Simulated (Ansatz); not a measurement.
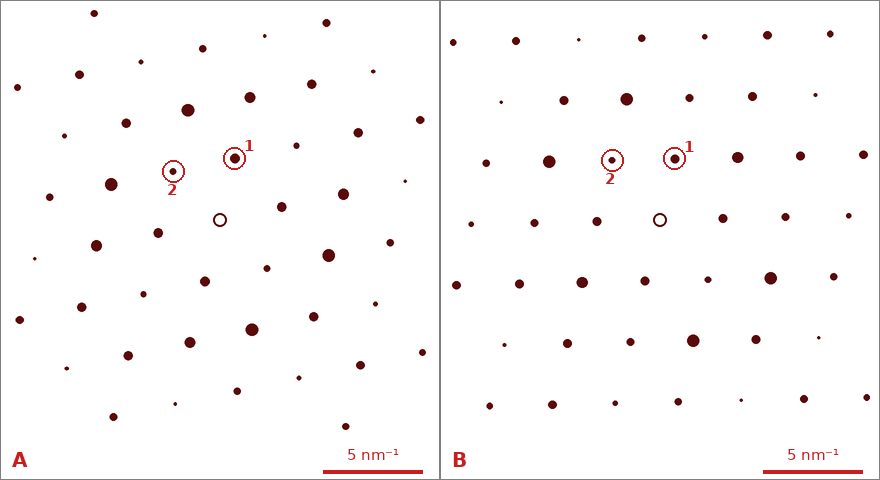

Kinematic electron diffraction patterns (300 kV, B = 0.5 Å², same scale) along [1-10] of the run's own cell, for the start and the end of one relaxation of IrCl4 with Ansatz 0.2.0, DFT, PAW plane waves, lda. k mesh 6×6×6. The start is a generated model structure, and the relaxation ends in the nearest stationary point of its symmetry, not necessarily the ground state. Spot 1 is -1 -1 0 and spot 2 is 0 0 -2 in both.

Start structure:

```
Cl Ir
1.0
    -4.13459    4.13459    3.69236
     4.13459   -4.13459    3.69236
     4.13459    4.13459   -3.69236
Cl Ir
8 2
Direct
  0.35200 0.79500 0.55700
  0.79500 0.73800 0.44300
  0.73800 0.79500 0.94300
  0.79500 0.35200 0.05700
  0.64800 0.20500 0.44300
  0.20500 0.64800 0.94300
  0.26200 0.20500 0.05700
  0.20500 0.26200 0.55700
  0.12500 0.87500 0.25000
  0.87500 0.12500 0.75000
```

> Which pattern belongs to the start structure, and which to the relaxed one?

A is the start: its cell gives d(1) = 3.122 Å, d(2) = 2.924 Å and an angle of 57.7°. B is the relaxed structure, with d(1) = 3.135 Å (+0.4 %), d(2) = 2.574 Å (-12.0 %) and 52.5°.

> Name reflections whose intensity changes strongly on relaxation.

2 2 -2 goes from 3.9 to 67 % of the strongest spot; 2 2 -4 goes from 60 to 15 % of the strongest spot.

> Summarise the relaxation behind the change.

The volume changed by -17.1 % to 20.94 Å³ an atom; with the mean shift removed, the atoms moved by up to 0.20 Å relative to the cell (Cl most); the space group stayed I4_1/amd (No. 141); the free energy fell by 490 meV an atom. Relaxed cell: a = 6.489 Å, b = 6.489 Å, c = 6.489 Å, α = 111.77°, β = 111.77°, γ = 104.97°.
